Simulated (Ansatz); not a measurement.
# BrFH3PSi: rigid scan of one bond length

How does the energy of BrFH3PSi change as one bond is stretched? A script is to give a rigid scan of one bond length; the system is BrFH3PSi. SMILES: F[SiH](P)Br.

Computed with Ansatz 0.2.0, driven from Python. Level of theory: B3LYP/def2-SVP.

### 1 The structure

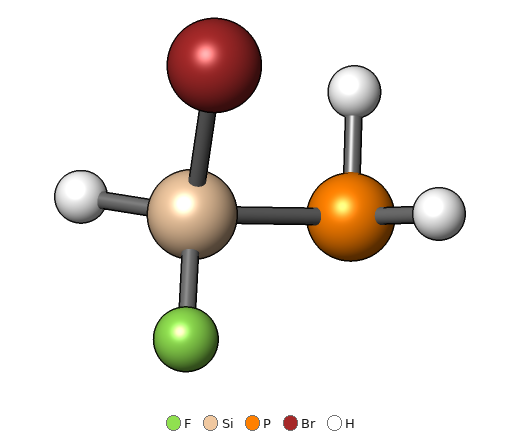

The structure that the script starts from, seen from a chosen angle (fluorine green, silicon light orange, phosphorus orange, bromine red, hydrogen white).

Input file brfh3psi.xyz:

```xyz
7

F    -1.39830   -0.21520    1.57870
Si   -0.74590   -0.35120    0.12270
P     1.45600   -0.23870    0.30790
Br   -1.42540    1.32730   -1.14380
H    -1.13780   -1.64270   -0.49290
H     1.73000   -0.00150   -1.05820
H     1.52150    1.12190    0.68550
```

### 2 The script

Input file brfh3psi_scan.py:

```python
"""Stretching a bond of BrFH3PSi, the rest held rigid."""

import ansatz as az
import matplotlib.pyplot as plt
import numpy as np


def main() -> None:
    mol = az.Crystal.molecule_from_extxyz("brfh3psi.xyz")

    symbols = [site.symbol for site in mol.cartesian_sites]
    start = np.array([site.position_ang for site in mol.cartesian_sites])
    axis = (start[2] - start[1]) / np.linalg.norm(start[2] - start[1])
    moving = [2, 5, 6]
    lengths, energies = [1.947, 2.036, 2.124, 2.213, 2.301, 2.39, 2.478, 2.611], []
    for length in lengths:
        xyz = start.copy()
        xyz[moving] += (length - np.linalg.norm(start[2] - start[1])) * axis
        point = az.Crystal.molecule()
        for symbol, place in zip(symbols, xyz):
            point = point.atom(symbol, place.tolist())
        calculation = point.calculation().basis(gaussian="def2-SVP").functional("b3lyp")
        data = calculation.run(threads=1).report
        energies.append(data["free_energy_ev"])
        print(f"r = {length:6.3f} A  E = {energies[-1]:.5f} eV  <S^2> = {abs(data['mean_field']['state']['spin_squared']):.3f}")

    # quartic fit about the minimum
    fit = np.polynomial.Polynomial.fit(lengths, np.array(energies) - min(energies), 4).convert()
    roots = [r.real for r in fit.deriv().roots() if abs(r.imag) < 1e-9 and fit.deriv(2)(r.real) > 0]
    r_e = min(roots, key=lambda r: abs(r - lengths[int(np.argmin(energies))]))
    print(f"minimum of the fit at {r_e:.4f} A, force constant {fit.deriv(2)(r_e):.2f} eV/A^2")
    plt.figure(figsize=(4.5, 3))
    plt.plot(lengths, np.array(energies) - min(energies), "o-")
    plt.xlabel("bond length (A)")
    plt.ylabel("E - E(min) (eV)")
    plt.tight_layout()
    plt.savefig("scan.png", dpi=100)


if __name__ == "__main__":
    main()
```

### 3 What the engine is handed

The package turns the script's settings into the engine's input (first run):

```yaml
crystal:
  periodic: [false, false, false]
  atoms:
    - { symbol: F, position_ang: [-1.3983, -0.2152, 1.5787] }
    - { symbol: Si, position_ang: [-0.7459, -0.3512, 0.1227] }
    - { symbol: P, position_ang: [1.191739809556931, -0.2522016446817954, 0.28567329248827994] }
    - { symbol: Br, position_ang: [-1.4254, 1.3273, -1.1438] }
    - { symbol: H, position_ang: [-1.1378, -1.6427, -0.4929] }
    - { symbol: H, position_ang: [1.465739809556931, -0.015001644681795394, -1.08042670751172] }
    - { symbol: H, position_ang: [1.257239809556931, 1.1083983553182044, 0.6632732924882799] }
basis:
  gaussian:
    orbitals: def2-SVP
hamiltonian:
  xc: b3lyp
```

### 4 Running it

On the command line:

```sh
> python brfh3psi_scan.py
```

Standard output:

```text
r =  1.947 A  E = -89966.00400 eV  <S^2> = 0.000
r =  2.036 A  E = -89966.51988 eV  <S^2> = 0.000
r =  2.124 A  E = -89966.80757 eV  <S^2> = 0.000
r =  2.213 A  E = -89966.93681 eV  <S^2> = 0.000
r =  2.301 A  E = -89966.95036 eV  <S^2> = 0.000
r =  2.390 A  E = -89966.88276 eV  <S^2> = 0.000
r =  2.478 A  E = -89966.76060 eV  <S^2> = 0.000
r =  2.611 A  E = -89966.51138 eV  <S^2> = 0.000
minimum of the fit at 2.2671 A, force constant 11.71 eV/A^2
```

Run time: 28 s. Hardware: 1 thread of Arm Neoverse V2, shared host; peak memory 0.31 GiB.

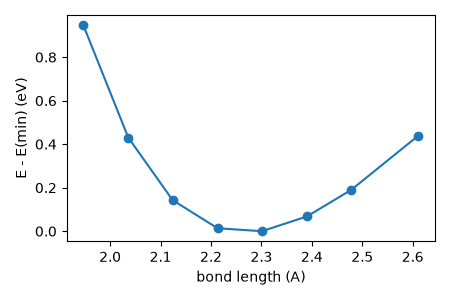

The script's own figure, scan.png.

### 5 Inputs of later runs

The engine's inputs for some of the other runs:

Run 5, against run 1:

```diff
@@ -6 +6 @@
-    - { symbol: P, position_ang: [1.191739809556931, -0.2522016446817954, 0.28567329248827994] }
+    - { symbol: P, position_ang: [1.5440379567491003, -0.2342019437148491, 0.3153048002134218] }
@@ -9,2 +9,2 @@
-    - { symbol: H, position_ang: [1.465739809556931, -0.015001644681795394, -1.08042670751172] }
-    - { symbol: H, position_ang: [1.257239809556931, 1.1083983553182044, 0.6632732924882799] }
+    - { symbol: H, position_ang: [1.8180379567491003, 0.002998056285150905, -1.0507951997865783] }
+    - { symbol: H, position_ang: [1.6095379567491004, 1.1263980562851508, 0.6929048002134217] }
```

Run 7, against run 1:

```diff
@@ -6 +6 @@
-    - { symbol: P, position_ang: [1.191739809556931, -0.2522016446817954, 0.28567329248827994] }
+    - { symbol: P, position_ang: [1.720187030345185, -0.22520209323137594, 0.33012055407599267] }
@@ -9,2 +9,2 @@
-    - { symbol: H, position_ang: [1.465739809556931, -0.015001644681795394, -1.08042670751172] }
-    - { symbol: H, position_ang: [1.257239809556931, 1.1083983553182044, 0.6632732924882799] }
+    - { symbol: H, position_ang: [1.994187030345185, 0.011997906768624056, -1.0359794459240073] }
+    - { symbol: H, position_ang: [1.785687030345185, 1.135397906768624, 0.7077205540759927] }
```

Run 8, against run 1:

```diff
@@ -6 +6 @@
-    - { symbol: P, position_ang: [1.191739809556931, -0.2522016446817954, 0.28567329248827994] }
+    - { symbol: P, position_ang: [1.8525476336687965, -0.21843949371554583, 0.3412532956789414] }
@@ -9,2 +9,2 @@
-    - { symbol: H, position_ang: [1.465739809556931, -0.015001644681795394, -1.08042670751172] }
-    - { symbol: H, position_ang: [1.257239809556931, 1.1083983553182044, 0.6632732924882799] }
+    - { symbol: H, position_ang: [2.1265476336687965, 0.01876050628445416, -1.0248467043210585] }
+    - { symbol: H, position_ang: [1.9180476336687966, 1.142160506284454, 0.7188532956789414] }
```

### 6 The runs side by side

One row for each of the 8 runs:

| run | distance (Å) | energy from run 5 (eV) | SCF cycles | CPU time (s) |
| --- | --- | --- | --- | --- |
| 1 | 1.95 | 0.9464 | 16 | 3.4 |
| 2 | 2.04 | 0.4305 | 16 | 3.4 |
| 3 | 2.12 | 0.1428 | 16 | 3.3 |
| 4 | 2.21 | 0.0135 | 15 | 3.3 |
| 5 | 2.30 | 0.0000 | 15 | 3.3 |
| 6 | 2.39 | 0.0676 | 15 | 3.3 |
| 7 | 2.48 | 0.1898 | 15 | 3.3 |
| 8 | 2.61 | 0.4390 | 16 | 3.3 |

### 7 Summary of results

| quantity | value |
| --- | --- |
| bond length at the fit's minimum | 2.2671 Å |
| runs compared | 8 |
| range of energy | 0.946 eV |
| lowest point, distance (Å) | 2.30 |

**Reading.** The curve has its lowest point inside the range, at 2.30. The ends stand 0.946 and 0.439 eV above it. The distance scanned is the script's pair 1, 2. Caveats:
- The rest of the molecule is held rigid at a force-field or estimated start geometry, and the basis set is modest; single-reference methods fail as a bond breaks.
- b3lyp holds the VWN-RPA fit, as in Gaussian; the form of ORCA and Turbomole is b3lyp5.
- The orbitals are restricted, so S² is zero by construction.
